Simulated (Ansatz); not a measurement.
**Fields on a plane of CdBr2 (space group P6_3mc)**

```
CdBr2
1.0
    3.98029     0.00000     0.00000
   -1.99015     3.44703     0.00000
    0.00000     0.00000    12.56749
Cd Br
2 4
Cartesian
  1.99015   1.14901  10.99637
  0.00000   2.29802   4.71263
  0.00000   0.00000   9.42984
  0.00000   0.00000   3.14610
  0.00000   2.29802  12.56331
  1.99015   1.14901   6.27957
```

The slice is a (1 -1 0 0) plane (indices of the conventional cell) through the point (0.333, 0.667, 0.375) (fractional), spanned by u = [110] and v = [001] in vectors of this cell: u (3.98 Å) and v (12.57 Å, at 90° to u). It covers one period; positions are fractions (u, v).

Atoms on it: Cd at (0.00, 0.00); Br at (0.00, 0.62).

These are r2SCAN+rVV10 (plane waves to 500 eV, PAW, scalar-relativistic; Ansatz, a quantum-chemistry and plane-wave program) values and carry that method's errors. k mesh 10×10×3. Near the nuclei the fields are pseudised (PAW); where an atom keeps semicore shells as valence, they peak there. CdBr2 was relaxed with its symmetry unable to fall.

| v \ u | 0.00 | 0.12 | 0.25 | 0.38 | 0.50 | 0.62 | 0.75 | 0.88 |
|---|---|---|---|---|---|---|---|---|
| 0.92 | -0.4 | -0.6 | -0.8 | -0.7 | -0.6 | -0.7 | -0.8 | -0.6 |
| 0.83 | -1.7 | -1.5 | -1.1 | -0.8 | -0.6 | -0.8 | -1.1 | -1.5 |
| 0.75 | -1.1 | -1.3 | -1.5 | -1.7 | -1.7 | -1.7 | -1.5 | -1.3 |
| 0.67 | 0.1 | 0.0 | -0.4 | -1.1 | -1.6 | -1.1 | -0.4 | 0.0 |
| 0.58 | 0.0 | 0.1 | -0.4 | -0.9 | -1.1 | -0.9 | -0.4 | 0.1 |
| 0.50 | -1.0 | -1.0 | -1.0 | -0.8 | -0.6 | -0.8 | -1.0 | -1.0 |
| 0.42 | -1.7 | -1.5 | -1.0 | -0.6 | -0.5 | -0.6 | -1.0 | -1.5 |
| 0.33 | -1.9 | -1.7 | -1.2 | -0.8 | -0.6 | -0.8 | -1.2 | -1.7 |
| 0.25 | -2.3 | -2.1 | -1.8 | -1.6 | -1.5 | -1.6 | -1.8 | -2.1 |
| 0.17 | -1.7 | -1.5 | -1.1 | -0.8 | -0.6 | -0.8 | -1.1 | -1.5 |
| 0.08 | -0.4 | -0.6 | -0.8 | -0.7 | -0.6 | -0.7 | -0.8 | -0.6 |
| 0.00 | 1.4 | 1.0 | -0.3 | -1.0 | -1.2 | -1.0 | -0.3 | 1.0 |

Values: log₁₀ of the valence density in e/Å³. The scale is logarithmic, as a density can span decades between atoms and voids.

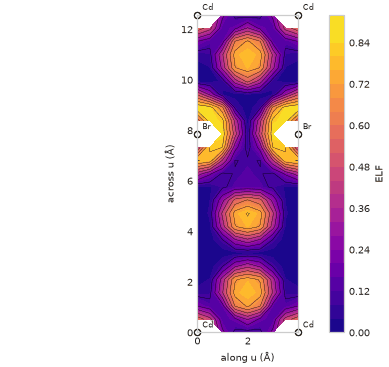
Figure: Electron localisation function (ELF), one period of the plane, atoms marked. Points within 0.5 Å of a nucleus are left white, as the pseudised field means little there.
